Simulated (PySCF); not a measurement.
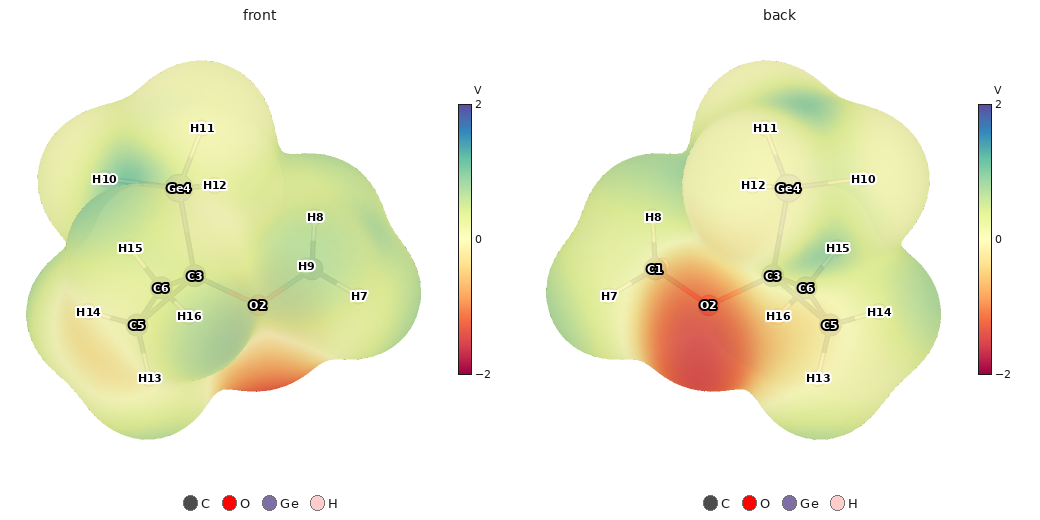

Figure. C$_{4}$H$_{10}$GeO (SMILES CO[C]1([GeH3])CC1). The molecular electrostatic potential painted on the density surface at 0.002 e/bohr³, seen from the front and from behind; the colour scale runs from red (negative) to blue (positive).

Geometry: GFN2-xTB.

Method: PySCF, CAM-B3LYP/def2-SVPD, SCF density, gas phase.

```yaml
atoms:
  - { symbol: C, position_ang: [1.9897, 0.6174, 0.2261] }
  - { symbol: O, position_ang: [1.1294, 0.1940, -0.8000] }
  - { symbol: C, position_ang: [-0.1444, -0.1550, -0.3329] }
  - { symbol: Ge, position_ang: [-1.2469, 1.3460, 0.3255] }
  - { symbol: C, position_ang: [-0.8086, -1.2673, -1.0864] }
  - { symbol: C, position_ang: [-0.3122, -1.5101, 0.3024] }
  - { symbol: H, position_ang: [2.9382, 0.8684, -0.2449] }
  - { symbol: H, position_ang: [1.5889, 1.5063, 0.7342] }
  - { symbol: H, position_ang: [2.1448, -0.1715, 0.9710] }
  - { symbol: H, position_ang: [-2.6948, 1.0014, 0.1813] }
  - { symbol: H, position_ang: [-1.0270, 1.6312, 1.7837] }
  - { symbol: H, position_ang: [-0.9708, 2.6027, -0.4332] }
  - { symbol: H, position_ang: [-0.2507, -1.7036, -1.9005] }
  - { symbol: H, position_ang: [-1.8745, -1.2111, -1.2568] }
  - { symbol: H, position_ang: [-1.0353, -1.6131, 1.1005] }
  - { symbol: H, position_ang: [0.5666, -2.1270, 0.4185] }
```

**Describe the electrostatic potential map.**

The most negative region (about −1.5 V, or −35 kcal/mol for a unit charge) lies over O2, the most positive (about +0.9 V, or +21 kcal/mol for a unit charge) over Ge4. O2 is the likeliest acceptor of a hydrogen bond.
